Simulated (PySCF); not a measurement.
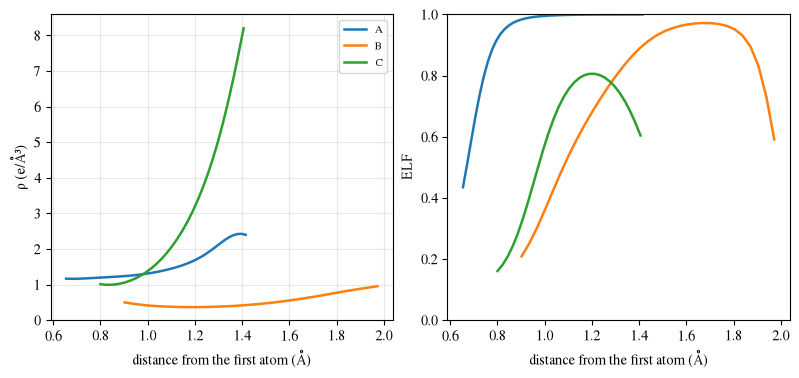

FGeH3P (charge +1). Total electron density and electron localisation function along straight lines between neighbouring atoms. The curves leave out the atomic cores.

Geometry: B3LYP-D3(BJ)/def2-SVP.

Theory: Gaussian-basis quantum chemistry of an isolated molecule with PySCF, energy and nuclear gradient, functional PBE0 (PySCF).

The calculation's input:

```
from pyscf import gto, dft

mol = gto.M(
    atom='''
F     -1.884152    -0.426237     0.622938
Ge    -2.169154    -1.156440    -0.919676
P      0.085718     0.032425    -1.727935
H      1.193730    -0.304670    -0.913919
H      0.029646     1.441386    -1.601748
H      0.575533    -0.157137    -3.041471
''',
    basis='def2-tzvpd',
    spin=0,
    verbose=3,
    max_memory=3720,
    charge=1,
)

myscf = dft.RKS(mol)
myscf.xc = 'pbe0'
myscf = myscf.density_fit(auxbasis='def2-universal-jkfit')
myscf.max_cycle = 100
myscf.grids.level = 3
myscf.conv_tol = 1e-09
myscf.kernel()
if not myscf.converged:
    myscf = myscf.newton().run(myscf.mo_coeff, myscf.mo_occ)

etot = myscf.e_tot
print('E = %.10f Eh' % etot)
grad = myscf.nuc_grad_method().kernel()
dip = myscf.dip_moment()
pop, q = myscf.mulliken_pop()
```

Command:

```sh
OMP_NUM_THREADS=2 python job.py
```

Q: Which curve belongs to which contact (Ge–F, Ge–P and P–H)? The first atom named is at distance zero.

A: Curve A: P–H (1.41 Å): ρ at the midpoint is about 1.2 e/Å³; the ELF climbs to about 1 towards the hydrogen, as it does in any bond to H. Curve B: Ge–P (2.67 Å): the density is about 0.39 e/Å³ at the midpoint; the ELF peaks at about 1 in the valence shell of P, 1.0 Å from its nucleus, and is about 0.85 at the midpoint. Curve C: Ge–F (1.73 Å): ρ is about 1 e/Å³ halfway; the ELF peaks at about 0.80 in the valence shell of F, 0.5 Å from its nucleus, and is about 0.25 at the midpoint.
